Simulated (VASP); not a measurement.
Band structure of CuCl (zinc blende). Calculation: PBE GGA with D3 dispersion (Becke-Johnson damping), VASP's PBE PAW potentials (set 64) (plane waves; VASP).

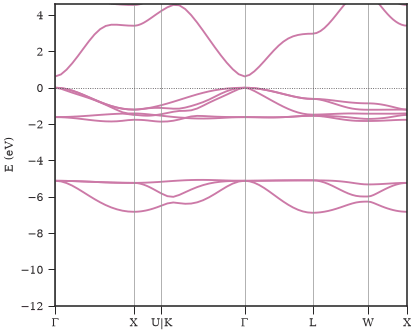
Figure: Bands along high-symmetry lines, zero at the valence-band maximum or, without a gap, the Fermi level

Problem. Read the plot: is there a gap, and where are the band edges?

Solution. The gap is direct, 0.62 eV, from the valence maximum at Γ to the conduction minimum at Γ. (Edges off the drawn lines would not show.)

Measured: gap 3.39 eV at 2 K (computed value off by -2.77 eV), as given by arXiv:1206.3780.

The compound is CuCl in the zinc blende structure. It was relaxed first.
